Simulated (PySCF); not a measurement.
# H2O: geometry relaxation

- system: H2O
- method: B3LYP/3-21G tight geometry optimisation and Hessian, gas phase (PySCF 2.14.0)

Some settings of this run were made unusual or wrong on purpose.

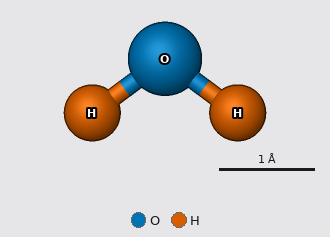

The starting structure (ball-and-stick view, seen on its broad side). Bond lengths as drawn: H–O 0.96 Å.

Input file
```
{"job": {"xc": "B3LYP", "basis": "3-21G", "j": false, "grid": 2, "temperatures": [298.15, 400], "kind": "geom"}, "charge": 0, "multiplicity": 1}
O      0.022492     0.375811    -0.010273
H     -0.760001    -0.178018    -0.043679
H      0.783433    -0.207944     0.003739
```

The first line tells a small driver script what to run in PySCF; the rest is the geometry in Å.

Run as:
```bash
OMP_NUM_THREADS=1 python <driver script> task.json out
```

Output
```
step   0  E = -2067.2962050 eV  max force = 2.10191
step   1  E = -2067.3571884 eV  max force = 0.08912
step   2  E = -2067.3573022 eV  max force = 0.00895
step   3  E = -2067.3573059 eV  max force = 0.00034
step   4  E = -2067.3573059 eV  max force = 0.00034
step   5  E = -2067.3573059 eV  max force = 0.00033
harmonic wavenumbers (cm-1): 1693.2 3415.5 3555.3
```

Trajectory as extended XYZ (Å, eV, eV/Å), 6 frames, from step=0 to step=5
```
3
Properties=species:S:1:pos:R:3:forces:R:3 step=0 energy=-2067.29621
O     0.0225    0.3758   -0.0103    0.0359   2.1019   0.0354
H    -0.7600   -0.1780   -0.0437   -1.2461  -1.0259  -0.0551
H     0.7834   -0.2079    0.0037    1.2102  -1.0760   0.0196
3
Properties=species:S:1:pos:R:3:forces:R:3 step=1 energy=-2067.35719
O     0.0230    0.4039   -0.0098    0.0013   0.0891   0.0014
H    -0.7735   -0.1918   -0.0443   -0.0249  -0.0441  -0.0012
H     0.7964   -0.2223    0.0039    0.0236  -0.0450  -0.0002
3
Properties=species:S:1:pos:R:3:forces:R:3 step=2 energy=-2067.35730
O     0.0230    0.4061   -0.0098   -0.0001  -0.0007  -0.0002
H    -0.7726   -0.1929   -0.0443   -0.0088   0.0004   0.0001
H     0.7955   -0.2233    0.0039    0.0089   0.0003   0.0001
3
Properties=species:S:1:pos:R:3:forces:R:3 step=3 energy=-2067.35731
O     0.0230    0.4058   -0.0098   -0.0001  -0.0001  -0.0001
H    -0.7730   -0.1928   -0.0443    0.0003  -0.0001   0.0003
H     0.7959   -0.2232    0.0039   -0.0002   0.0002  -0.0002
3
Properties=species:S:1:pos:R:3:forces:R:3 step=4 energy=-2067.35731
O     0.0230    0.4058   -0.0098   -0.0001  -0.0001  -0.0001
H    -0.7730   -0.1928   -0.0443    0.0003  -0.0001   0.0003
H     0.7959   -0.2232    0.0039   -0.0002   0.0002  -0.0002
3
Properties=species:S:1:pos:R:3:forces:R:3 step=5 energy=-2067.35731
O     0.0230    0.4058   -0.0098   -0.0001   0.0000  -0.0001
H    -0.7730   -0.1928   -0.0443    0.0000  -0.0002   0.0003
H     0.7959   -0.2232    0.0039    0.0001   0.0001  -0.0002
```

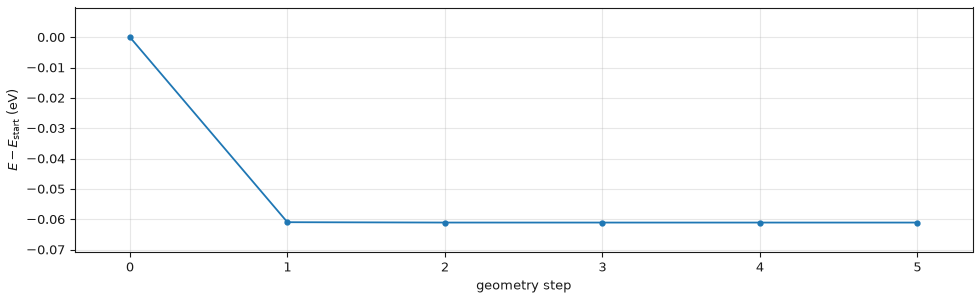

Progress of the relaxation, step by step (steps are counted from 0).

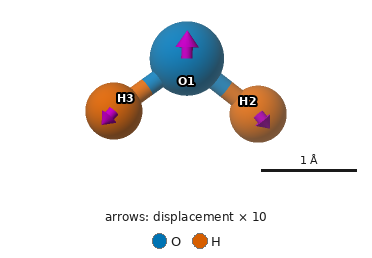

The starting structure with the displacements as pink arrows, magnified 10 times (ball-and-stick view, seen at a tilt). The two geometries are laid on each other by the best rigid fit. After 5 geometry steps the energy has fallen by 0.061 eV. Largest force component: 2.1 eV/Å at the start, 0.00033 eV/Å at the end. The atom that moves furthest after the best rigid fit is O1 (0.030 Å). By element the largest moves are O 0.030 Å, H 0.020 Å. Distances before and after: O1–H2 0.959 → 0.997 Å. Among the angles that change: H2–O1–H3 107.2° → 103.9°. (Atoms are counted from 1 in the order of the input.)

Outcome

- outcome: converged
- wavenumbers, lowest and highest: 1693 and 3555 cm⁻¹
- hardware: 1 CPU thread, shared host
- wall time: 3.1 s
- peak memory: 0.28 GiB

Some settings of this run were drawn to be unusual or wrong; see grid = 2. It converged; results that depend on the unusual settings are not reference values.
